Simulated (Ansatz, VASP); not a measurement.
# Au (Gold) in two plane-wave programs

Aim: how closely do two programs agree when they are given the same cell, functional and k mesh? The cell is taken from a series of VASP runs on this material, whose earlier steps may have relaxed, scaled or displaced it; both programs get it as it stands. Valence electrons are named where the data sets of a main pair hold unlike numbers.

Method: plane waves, with VASP 6.6.1 beside it; single point at PBE with D3(BJ) and band structure at PBE with D3(BJ), spin-orbit coupling, in Ansatz 0.2.0.

**1. The starting structure**

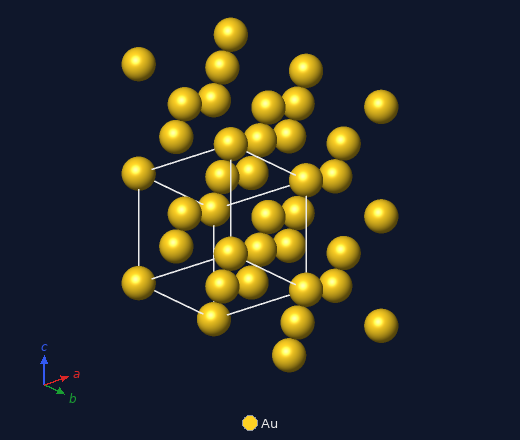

The cell as given, from a free direction (gold yellow). 1×2×2 cells are drawn. This picture shows the conventional cell, with its axes. Some periodic images of atoms are drawn too.

As a file:

```cif
data_structure
_symmetry_space_group_name_H-M 'P 1'
_symmetry_Int_Tables_number 1
_cell_length_a 2.8991
_cell_length_b 2.8991
_cell_length_c 2.8991
_cell_angle_alpha 60.000
_cell_angle_beta 60.000
_cell_angle_gamma 60.000
_cell_volume 17.23
loop_
_atom_site_label
_atom_site_type_symbol
_atom_site_fract_x
_atom_site_fract_y
_atom_site_fract_z
_atom_site_occupancy
Au1 Au 0.00000 0.00000 0.00000 1
```

**2. Ansatz: single point, PBE with D3(BJ)**

Ansatz runs on its default PAW (the set named soft_2) files.

A single point gives forces, pressure and levels at one fixed geometry, so differences don't come from the geometry; what else differs is listed under the comparison.

Contents of input.yaml:

```yaml
crystal:
  lattice:
    - [0.0, 2.0499998893, 2.0499998893]
    - [2.0499998893, 0.0, 2.0499998893]
    - [2.0499998893, 2.0499998893, 0.0]
  atoms:
    - { symbol: Au, position: [0.0, 0.0, 0.0] }
hamiltonian:
  xc: pbe
  pseudopotentials: { kind: paw }
  dispersion: d3bj
kpoints:
  mp_grid: { grid: [11, 11, 11] }
scf:
  occupations: { method: methfessel_paxton, width: 0.2 }
  n_extra_bands: 4
output:
  forces: true
  stress: true
  eigenvalues: true
```

Run with:

```sh
ansatz run input.yaml --threads 2 --pin off --max-ram 4608MiB --backend cpu --events-out ev --progress --plain --runs-dir out
```

Numbers of over 12 decimals in the logs are rounded to 6 here.

What it wrote:

```text
scf.n_extra_bands = 4 over 10 filled bands (N_el = 19.0): the run solves 14 bands
Engine: ansatz 0.2.0, aarch64-unknown-linux-gnu
Pseudopotentials: kind: paw
Pseudopotential: Au, paw, valence charge 19, recommended cutoff 420 eV (normal), Au.paw.azcp
Functional definition: PBE
  parameter kappa = 0.804
  parameter beta = 0.066725
  exchange = pbe_x(kappa = kappa, mu = beta*pi^2/3)
  correlation = pbe_c(beta = beta)
Crystal: 1 atoms, lattice volume = 17.230 Å³
Basis set: ecut = 420 eV, 331 PW (Γ), exchange–correlation on 40×40×40 points (8 copies of the dense FFT grid, shifted against one another)
Bands: 14, of which v1, the nominal top of the filled ones, is band 10 counted from 1 (9 counted from 0)
Symmetry: 48 space group operations
Space group: Fm-3m (ITA 225), of the structure as read, at distance tolerance 2.6e-5 Å
k-points: 56 of 1331
Non-local potential: Au, projectors of the file, l = 0: 3, l = 1: 2, l = 2: 2, l = 3: 1
PAW form: soft (Blöchl's): semilocal exchange-correlation on the pseudo side does not see the compensation charge
PAW one-centre angular grid: Au, 590 points (default); XC on 64 Gauss nodes
Initial density: superposition of atomic densities (neutral atoms: chi_scale 0, normalization atom), corrected by the library's trained network
Initial wavefunctions: pseudopotential atomic-orbital guess
Functional: x = pbe(κ = 0.804, μ = 0.219515), c = pbe(β = 0.066725)
SCF iter   1: F=—  HF=-13149.979034 eV  |F-HF|=—  |Δ(HF+E_count)|=         —  Δρ=1.62e-3  dr2=1.24e-4  ethr=1.77e-3  ⟨swp⟩=4.0  Hψ=3726  notcnv=0
preconditioner: auto → none  [insulator: Δε(μ)=0.267 eV  Ē_g=15.935 eV  σ=0.200 eV  W_gap=0.89  n_scr=8 (ndim 8)  ℏωp=29.7 eV  f_vac=0.000  D(μ)=0.16/eV (n_scr^D=0)  ε∞_Penn≈4.5]
SCF iter   2: F=—  HF=-13149.979448 eV  |F-HF|=—  |Δ(HF+E_count)|=   4.14e-4  S|Δr|=    0.00e0  Δρ=8.34e-4  dr2=2.93e-5  ethr=6.54e-7  ⟨swp⟩=2.9  Hψ=1765  notcnv=0
SCF iter   3: F=—  HF=-13149.979529 eV  |F-HF|=—  |Δ(HF+E_count)|=   8.09e-5  S|Δr|=    0.00e0  Δρ=2.31e-4  dr2=8.00e-6  ethr=1.54e-7  ⟨swp⟩=2.0  Hψ=1081  notcnv=0
SCF iter   4: F=-13149.979528 eV  HF=-13149.979528 eV  |F-HF|=4.42e-8  |Δ(HF+E_count)|=   1.44e-6  S|Δr|=    0.00e0  Δρ=2.46e-5  dr2=3.00e-8  ethr=5.26e-10  ⟨swp⟩=4.9  Hψ=3954  notcnv=0
SCF 1 converged in 4 iterations: F = -13149.979528 eV  dr2 = 3.00e-8
  greatest PAW one-centre occupation: 1.000 electrons in one spin orbital (limit 2), on the Au atom at site 0 (counted from 0), in its partial waves of l = 0
SCF converged after 4 iterations
Stability not checked: this state was not tested for a lower state beside it, because cold or Methfessel-Paxton smearing, or corrected tetrahedra, fill the levels in a way that the test cannot read (fill_not_monotonic; see scf.lower_state_search)
Free energy (F): -13149.979528 eV
Harris-Foulkes:  -13149.979528 eV  (|F-HF|=4.42e-8)
Internal energy: -13149.980085 eV  (E = F + TS)
E sigma→0 (E₀):  -13149.979667 eV
Entropy (-TS):   0.000557 eV (0.557 meV/atom)
Fermi energy:    20.380989 eV
--- Per-component energies (eV) ---
  E_band       = -211.509837
  E_kinetic    = 604.964994
  E_local      = -1720.589194  (includes V_loc(G=0)·N_el)
  E_nonlocal   = 74.265306
  E_hartree    = 733.379887
  E_xc         = -228.113242
  E_vxc        = -275.385475  (∫ρ·V_xc dr)
  E_paw        = -9706.723693  (= ΣΔE_a)
  E_vpaw       = -361.521741  (= ΣTr[D̂ρ^β])
  E_aug_tail   = 0.001474  (compensation charges beyond the density's cutoff)
  E_ewald      = -2906.507501
  E_disp       = -0.658115  (pairwise vdW)
  E_smearing   = 0.000557  (= −TS)
  E_closure    = 0.000000  (closes the sum)
  Σ components = -13149.979528   (vs F -13149.979528, Δ=0.00e0)
--- Forces (eV/Å), atoms counted from 1 ---
  atom   1  Au    -0.00000000     0.00000000     0.00000000
  max |Σ_I F_I| component: 8.22e-32 eV/Å
--- Stress (GPa, compression-positive) ---
        0.268773       0.000000       0.000000
       -0.000000       0.268773      -0.000000
        0.000000       0.000000       0.268773
  P = ⅓ Tr σ = 0.2688 GPa (2.688 kbar)
--- Band table (eV; the first three rows and the last of 56) ---
  k-point 0: bands = [... 6 lower, 15.7101, 15.7101, 17.2002, 17.2002, 34.8290, 38.7631, 38.7631, 38.7631]
  k-point 1: bands = [... 6 lower, 15.8038, 15.8038, 17.1611, 17.1611, 35.1325, 37.1570, 39.0904, 39.0904]
  k-point 2: bands = [... 6 lower, 15.9727, 15.9727, 17.1659, 17.1659, 33.9726, 35.9514, 39.8785, 39.8785]
  k-point 55: bands = [... 6 lower, 15.5414, 17.0992, 18.6032, 24.5230, 26.2321, 27.1940, 30.3438, 41.3536]
```

The job ended after 0.51 s (2 threads of Arm Neoverse V2, shared host; peak memory 0.26 GiB; 0.71 s of CPU time).

The column dr2 measures how far the density is from self-consistency, as an energy; F and HF (Harris–Foulkes) agree once it is small.

The run ends at a pressure of 0.27 GPa.

**3. VASP: single point, PBE with D3(BJ)**

The same cell, functional, mesh and smearing now go to VASP, with its own data sets.

Lines of VASP's logs that name or quote its potential files are left out, and so is its time.

Contents of INCAR:

```
SYSTEM = Au
PREC = Accurate
ENCUT = 400
EDIFF = 1E-06
NELM = 100
ISMEAR = 1
SIGMA = 0.2
LREAL = .FALSE.
ALGO = Normal
GGA = PE
IVDW = 12
NBANDS = 11
LORBIT = 11
LWAVE = .FALSE.
LCHARG = .TRUE.
ISIF = 2
LELF = .TRUE.
LVHAR = .TRUE.
```

Contents of POSCAR:

```
Au
1.0
    0.0000000000      2.0499998893      2.0499998893
    2.0499998893      0.0000000000      2.0499998893
    2.0499998893      2.0499998893      0.0000000000
Au
1
Direct
    0.0000000000      0.0000000000      0.0000000000
```

Contents of KPOINTS:

```
Automatic mesh
0
Gamma
11 11 11
0 0 0
```

Potentials, in the order of the species: Au (PBE family, release 64).

Run with:

```sh
mpirun -np 2 vasp_std
```

What it wrote:

```text
[banner, memory and clock lines left out]
running    2 mpi-ranks, on    1 nodes
 distrk:  each k-point on    2 cores,    1 groups
 distr:  one band on    1 cores,    2 groups

 POSCAR found type information on POSCAR Au
 POSCAR found :  1 types and       1 ions
 LDA part: xc-table for (Slater+PW92), standard interpolation
|                                                                             |
|           W    W    AA    RRRRR   N    N  II  N    N   GGGG   !!!           |
|           W    W   A  A   R    R  NN   N  II  NN   N  G    G  !!!           |
|           W    W  A    A  R    R  N N  N  II  N N  N  G       !!!           |
|           W WW W  AAAAAA  RRRRR   N  N N  II  N  N N  G  GGG   !            |
|           WW  WW  A    A  R   R   N   NN  II  N   NN  G    G                |
|           W    W  A    A  R    R  N    N  II  N    N   GGGG   !!!           |
|                                                                             |
|     The number of bands has been changed from the values supplied in        |
|     The orbitals not found in the WAVECAR file will be initialized with     |
|     random numbers, which is usually adequate. For correlated               |
|     calculations, however, you should redo the groundstate calculation.     |
|     I found NBANDS = 11. Now, NBANDS = 12.                                  |
|                                                                             |

 POSCAR, INCAR and KPOINTS ok, starting setup
 FFT: planning ... GRIDC
 FFT: planning ... GRID_SOFT
 FFT: planning ... GRID
 WAVECAR not read
 entering main loop
       N       E                     dE             d eps       ncg     rms          rms(c)
DAV:   1     0.386789731164E+02    0.38679E+02   -0.47730E+03  1480   0.647E+02
DAV:   2    -0.297759955968E+01   -0.41657E+02   -0.39330E+02  1600   0.162E+02
DAV:   3    -0.347801361678E+01   -0.50041E+00   -0.49995E+00  1616   0.166E+01
DAV:   4    -0.347970938103E+01   -0.16958E-02   -0.16957E-02  1608   0.114E+00
DAV:   5    -0.347972226447E+01   -0.12883E-04   -0.12884E-04  1648   0.926E-02    0.904E+00
DAV:   6    -0.323493587745E+01    0.24479E+00   -0.65775E-01  1452   0.655E+00    0.577E+00
DAV:   7    -0.321687032832E+01    0.18066E-01   -0.61606E-02  1600   0.203E+00    0.274E+00
DAV:   8    -0.321476496457E+01    0.21054E-02   -0.13618E-03  1476   0.300E-01    0.240E-01
DAV:   9    -0.321475706213E+01    0.79024E-05   -0.94337E-06  1624   0.254E-02    0.244E-02
DAV:  10    -0.321476206237E+01   -0.50002E-05   -0.27285E-06  1564   0.158E-02    0.134E-03
DAV:  11    -0.321476210216E+01   -0.39781E-07   -0.63514E-08   840   0.195E-03
   1 F= -.38727008E+01 E0= -.38729250E+01  d E =0.672447E-03
```

From OUTCAR (step 3):

```text
ion  position               nearest neighbor table
   1  0.000  0.000  0.000-

  LATTYP: Found a face centered cubic cell.
 ALAT       =     4.0999997786

 Subroutine GETGRP returns: Found 48 space group operations
 (whereof 48 operations were pure point group operations)

The static configuration has the point symmetry O_h .

 Found     56 irreducible k-points:

   k-points           NKPTS =     56   k-points in BZ     NKDIM =     56   number of bands    NBANDS=     12

   dimension x,y,z NGX =    20 NGY =   20 NGZ =   20
   dimension x,y,z NGXF=    40 NGYF=   40 NGZF=   40

   ENCUT  =  400.0 eV  29.40 Ry    5.42 a.u.   4.73  4.73  4.73*2*pi/ulx,y,z

   NELECT =      11.0000    total number of electrons

 k-points in reciprocal lattice and weights: Automatic mesh
   0.00000000  0.00000000  0.00000000       0.001
   0.09090909  0.00000000  0.00000000       0.006
   0.18181818  0.00000000  0.00000000       0.006
   0.27272727  0.00000000  0.00000000       0.006
   0.36363636  0.00000000  0.00000000       0.006
   0.45454545  0.00000000  0.00000000       0.006
   0.09090909  0.09090909  0.00000000       0.005
   0.18181818  0.09090909  0.00000000       0.018
   0.27272727  0.09090909  0.00000000       0.018
[...]
-0.36363636  0.45454545  0.18181818       0.018
  -0.27272727  0.45454545  0.18181818       0.018

 average (electrostatic) potential at core
       1 -64.2794

 E-fermi :   9.3336

 k-point     1 :       0.0000    0.0000    0.0000
  band No.  band energies     occupation
    ...
      2       4.6596      2.00000
      3       4.6596      2.00000
      4       4.6596      2.00000
      5       6.1461      2.00000
      6       6.1461      2.00000
      7      23.8306      0.00000
      8      27.7655      0.00000
      9      27.7655      0.00000
     10      27.7655      0.00000
     11      32.6368      0.00000
    ...

 k-point     2 :       0.0909    0.0000    0.0000
  band No.  band energies     occupation
    ...
      2       4.5725      2.00000
      3       4.7529      2.00000
      4       4.7529      2.00000
      5       6.1072      2.00000
      6       6.1072      2.00000
      7      24.1354      0.00000
      8      26.1444      0.00000
      9      28.0937      0.00000
     10      28.0937      0.00000
     11      33.3699      0.00000
    ...

 k-point     3 :       0.1818    0.0000    0.0000
  band No.  band energies     occupation
    ...
      2       4.4316      2.00000
      3       4.9215      2.00000
      4       4.9215      2.00000
      5       6.1116      2.00000
      6       6.1116      2.00000
      7      22.9363      0.00000
      8      24.9591      0.00000
      9      28.8782      0.00000
     10      28.8782      0.00000
     11      31.2785      0.00000
    ...

 Edisp (eV)   -0.65794

  Total       0.00191     0.00191     0.00191    -0.00000    -0.00000    -0.00000
  in kB       0.17778     0.17778     0.17778    -0.00000    -0.00000    -0.00000
  external pressure =        0.18 kB  Pullay stress =        0.00 kB

  energy-cutoff  :      400.00
  volume of cell :       17.23
      direct lattice vectors                 reciprocal lattice vectors
     0.000000000  2.049999889  2.049999889    -0.243902452  0.243902452  0.243902452
     2.049999889  0.000000000  2.049999889     0.243902452 -0.243902452  0.243902452
     2.049999889  2.049999889  0.000000000     0.243902452  0.243902452 -0.243902452

 POSITION                                       TOTAL-FORCE (eV/Angst)
 -----------------------------------------------------------------------------------
      0.00000      0.00000      0.00000         0.000000      0.000000      0.000000
 -----------------------------------------------------------------------------------
    total drift:                               -0.000000     -0.000000     -0.000000

  FREE ENERGIE OF THE ION-ELECTRON SYSTEM (eV)
  ---------------------------------------------------
  free  energy   TOTEN  =        -3.8727008111 eV

  energy  without entropy=       -3.8733732576  energy(sigma->0) =       -3.87292496

 total charge
# of ion       s       p       d       tot
------------------------------------------
    1        0.536   0.348   8.763   9.647

[... 3 further parts left out ...]
```

This run has no spin polarisation. Its electron count is odd, so without a moment it is a metal by construction. Dispersion corrections of this kind ignore metallic screening and tend to overbind metals.

**4. Comparison**

Known differences besides the potentials themselves: the data sets hold 19 valence electrons in Ansatz (on its default PAW (the set named soft_2) files) and 11 in VASP; the cutoff is 420 eV in Ansatz and 400 eV in VASP; VASP leaves aspherical gradient terms in its spheres out (LASPH is not set), Ansatz keeps them. Total energies have different zeros and are not compared.

Both answers:

| quantity | Ansatz | VASP | difference |
| --- | --- | --- | --- |
| pressure (GPa) | 0.27 | 0.02 | +0.25 |
| pressure without Ansatz's Pulay correction (GPa) | 0.21 | 0.02 | +0.19 |

Ansatz's pressure holds a Pulay correction of 0.06 GPa; VASP's holds none.

**5. Ansatz: band structure, PBE with D3(BJ), spin-orbit coupling**

With cell and atoms fixed, the geometry can't cause a difference; cores, projectors, grids and the points listed under the comparison can.

The cell is taken from a series of VASP runs on this material, whose earlier steps may have relaxed, scaled or displaced it; both programs get it as it stands.

Contents of input.yaml:

```yaml
crystal:
  lattice:
    - [0.0, 2.0499998893, 2.0499998893]
    - [2.0499998893, 0.0, 2.0499998893]
    - [2.0499998893, 2.0499998893, 0.0]
  atoms:
    - { symbol: Au, position: [0.0, 0.0, 0.0] }
hamiltonian:
  xc: pbe
  pseudopotentials: { kind: paw_fr }
  dispersion: d3bj
magnetization:
  noncollinear: true
  spin_orbit: true
kpoints:
  mp_grid: { grid: [9, 9, 9] }
  band_path:
    path:
      - [0.0, 0.0, 0.0]
      - [0.16667, 0.0, 0.16667]
      - [0.33333, 0.0, 0.33333]
      - [0.5, 0.0, 0.5]
      - [0.5, 0.08333, 0.58333]
      - [0.5, 0.18333, 0.68333]
      - [0.5, 0.25, 0.75]
      - [0.45, 0.3, 0.75]
      - [0.40833, 0.34167, 0.75]
      - [0.35, 0.35, 0.7]
      - [0.225, 0.225, 0.45]
      - [0.075, 0.075, 0.15]
      - [0.03333, 0.03333, 0.03333]
      - [0.23333, 0.23333, 0.23333]
      - [0.4, 0.4, 0.4]
      - [0.51667, 0.46667, 0.51667]
      - [0.55833, 0.38333, 0.55833]
      - [0.60833, 0.28333, 0.60833]
      - [0.60833, 0.25, 0.64167]
      - [0.55833, 0.25, 0.69167]
      - [0.51667, 0.25, 0.73333]
      - [0.5, 0.3, 0.7]
      - [0.5, 0.38333, 0.61667]
      - [0.5, 0.48333, 0.51667]
      - [0.475, 0.475, 0.55]
      - [0.425, 0.425, 0.65]
      - [0.38333, 0.38333, 0.73333]
      - [0.59167, 0.18333, 0.59167]
      - [0.55, 0.1, 0.55]
      - [0.5, 0.0, 0.5]
    npoints: 1
scf:
  occupations: { method: methfessel_paxton, width: 0.2 }
  n_extra_bands: 12
output:
  forces: true
  stress: true
  eigenvalues: true
  write_density: true
  write_potential: true
  elf: true
  volumetric_format: npy
```

Run with:

```sh
ansatz run input.yaml --threads 2 --pin off --max-ram 4608MiB --backend cpu --events-out ev --progress --plain --runs-dir out
```

What it wrote:

```text
[...]
non-collinear run that drives no moment, with spin-orbit: no starting moment large enough to seed its density (crystal.atoms[].spin), no starting occupations that ask for one, no magnetisation constraint and no magnetic field, so the semilocal B_xc is pinned to zero
Crystal: 1 atoms, lattice volume = 17.230 Å³
[...]
k-point 1: bands = [... 15 lower, 16.3811, 17.3679, 17.3679, 17.5269, 17.5269, 35.2271, 35.2271, 36.3897, ... 8 higher]
  k-point 2: bands = [... 15 lower, 16.5935, 17.2427, 17.2427, 17.7652, 17.7652, 32.3438, 32.3438, 35.9924, ... 8 higher]
  k-point 34: bands = [... 15 lower, 17.3356, 18.6636, 18.6636, 23.8398, 23.8398, 26.4364, 26.4364, 27.6446, ... 8 higher]
[key lines of the parts left out:]
SCF converged after 6 iterations
Magnetization: |M| = 0.0000 μB,  M = (+0.0000, +0.0000, +0.0000) μB
Free energy (F): -13187.476102 eV
Fermi energy:    20.255552 eV
P = ⅓ Tr σ = -1.0847 GPa (-10.847 kbar)
```

The job ended after 3.4 s (2 threads; peak memory 0.32 GiB; 6.1 s of CPU time).

(Part 1 of 2 ends here.)

[Lines on the potential files, build, host, timing and source positions are cut from VASP's logs without a mark.]

[Logs are printed without paths, hosts, clocks, repeated set-up lines and the standing remarks that a program may print on its own settings, such as how far it seeks lower states.]

[Hosts, paths, dates, database ids (printed as entryN), source tags and the programs' standing remarks are cut or masked in the printed files.]
